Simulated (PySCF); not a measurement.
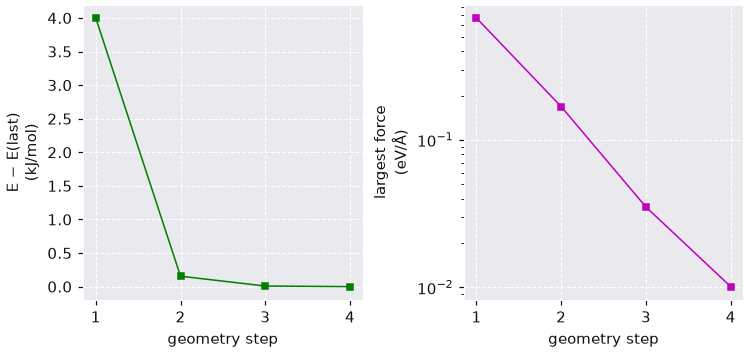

History of a geometry optimisation. C$_{3}$H$_{7}$FS (SMILES FCCCS); PySCF, PBE0-D3(BJ)/def2-SVP, geometry optimisation.

The optimisation met its thresholds at geometry 4, counting the start as the first. The energy fell by about 4 kJ/mol from the first step to the last. The largest force goes from about 0.67 eV/Å at the start to 0.01 eV/Å at the end.
